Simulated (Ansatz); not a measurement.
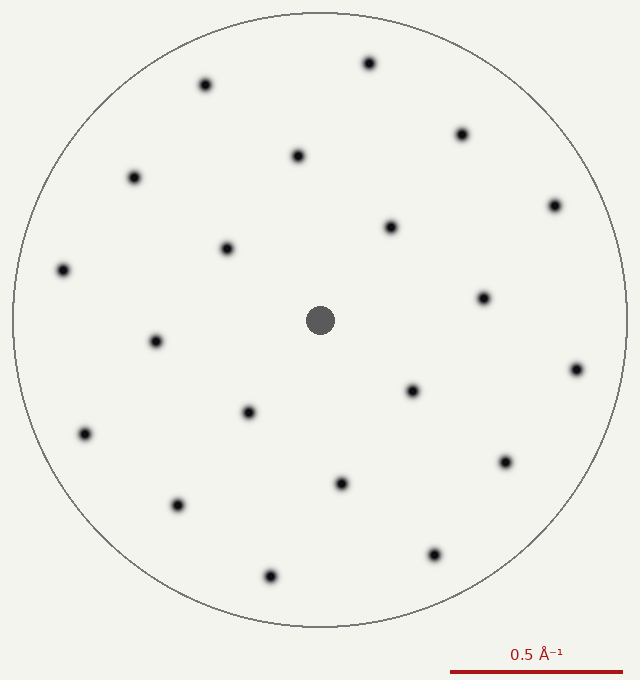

Simulated LEED pattern at 180 eV and normal incidence, from the upper face of a slab model. Spot positions follow from the surface net; brightness is a rough single-scattering estimate from the outer layers, good only for telling present from absent.

Question: Find the real-space surface cell from the pattern.

Answer: The spots form a rectangular reciprocal net (close to square) with shortest vectors 0.340 and 0.340 Å⁻¹ at 90.0°. The primitive real-space mesh has edges 2.94 and 2.94 Å at 90.0° (or its supplement) and area 8.6 Å².

The slab has composition Cd (1 atoms a cell, 0.0 Å thick). Structure: the input geometry of an electronic-structure calculation (not necessarily at equilibrium); the starting structure was generated, so it need not be a known form of this composition.

Question: Which atoms form the outermost layer?

Answer: The highest atoms of the upper face (within 0.6 Å of the top) are Cd; the spot positions alone do not show this.
